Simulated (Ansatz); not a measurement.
A computed series for ZnS: thickness series

Start from ZnS in the wurtzite structure (space group P6_3mc, No. 186).

```xyz
4
Lattice="3.7822 0.0000 0.0000 -1.8911 3.2754 0.0000 0.0000 0.0000 6.2077" Properties=species:S:1:pos:R:3 pbc="T T T"
Zn     1.8911     1.0918     6.2056
Zn     0.0000     2.1836     3.1018
S      1.8911     1.0918     3.8830
S      0.0000     2.1836     0.7792
```

Cartesian axes are those of the cell as printed.

Free-standing slabs (4 atom(s) a layer) normal to the y axis with 15 Å of vacuum; in-plane cell held at bulk.

Level of theory: plane-wave PAW DFT at the PBEsol level (Ansatz, a first-principles code, 420 eV), spin-orbit coupling left out.

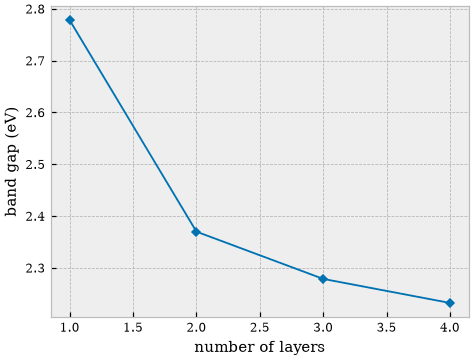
*Band gap against number of layers*

Question: From the plot, what is the band gap for 2 layers?

Answer: About 2.37 eV.

Question: Is the trend monotonic over the range shown?

Answer: Yes, it falls throughout, spanning 2.23 eV to 2.78 eV.

Whether these cells are dynamically stable was not tested.
